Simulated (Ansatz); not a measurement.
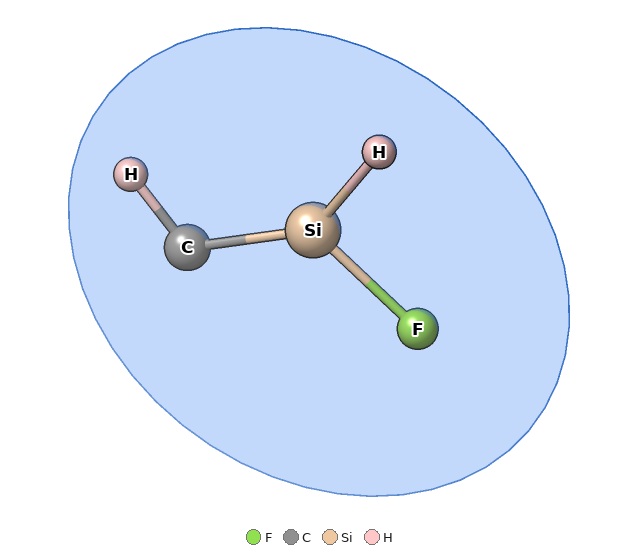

All proper rotation axes (lines) and mirror planes (discs) of the structure are drawn in. Depth is shown by fading: the farther an atom, the more it takes the colour of the background. Charge −1, singlet. Computed geometry: PBE-D4/def2-SVPD optimisation. No frequency run is at hand to confirm it as a minimum.

Q: Name the symmetry elements and the point group.

A: It has 1 mirror plane. Point group Cs. The group has 2 operations. The geometry is achiral, and symmetry allows a dipole moment.
